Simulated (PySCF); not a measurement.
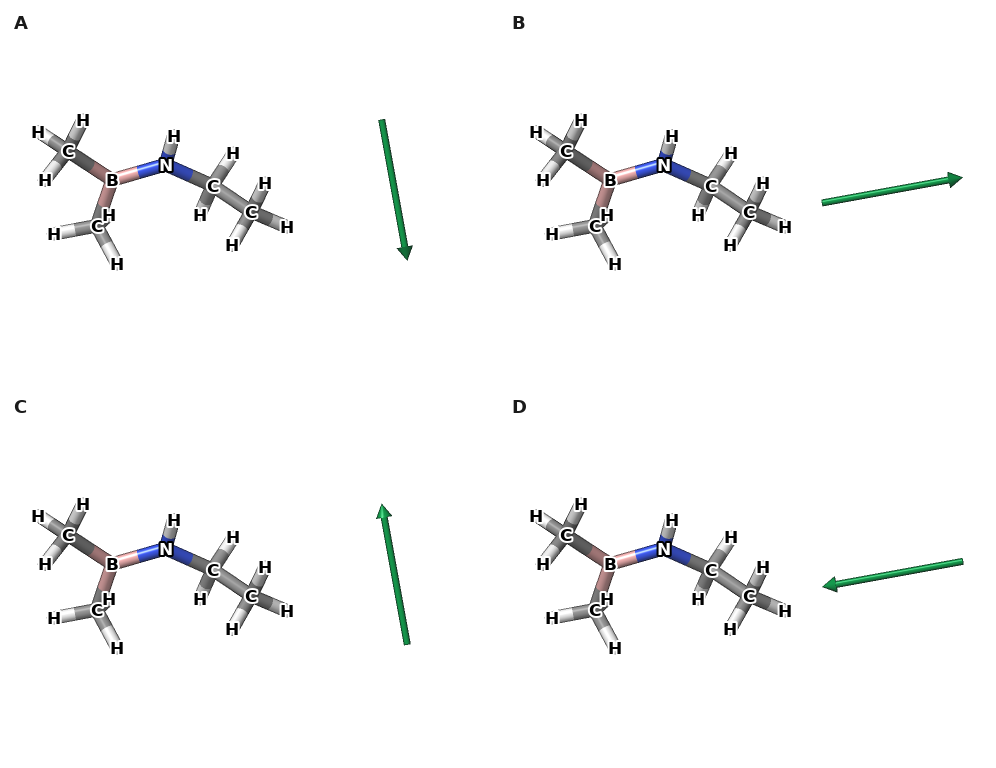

The same molecule four times, each with an arrow. Computed geometry: PBE0-D3(BJ)/def2-SVP optimisation. No frequency run is at hand to confirm it as a minimum. Properties computed with PBE0/pcSseg-1, gas phase (PySCF 2.14.0).

**Which arrow points along the dipole moment, from the negative to the positive end?**

B. The dipole moment is 1.46 D.
